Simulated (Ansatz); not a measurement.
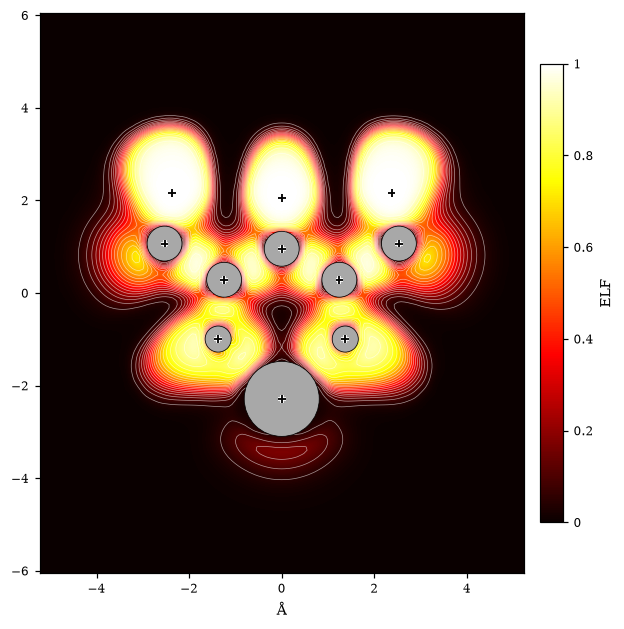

The electron localisation function on a plane through atoms (crosses mark nuclei in the plane; grey discs cover the cores).

Theory: RKS PBE0-D4/def2-TZVP (Ansatz 0.2.0).

Candidates:
A. In$_{6}$Sb$_{7}$···In
B. C$_{8}$H$_{11}$S···C$_{6}$H$_{3}$F$_{2}$O$_{3}$S
C. C$_{7}$H$_{13}$AlO$_{2}$

Q: Which system is this?

A: Candidate C: C$_{7}$H$_{13}$AlO$_{2}$ on the plane of atoms Al1, O10 and C11, which holds Al, O, C and H. C–O (1.29 Å): the ELF peaks at about 0.85 between the atoms (a polar covalent bond). C–C (1.41 Å): the ELF peaks at about 0.95 between the atoms, as expected for a covalent bond.
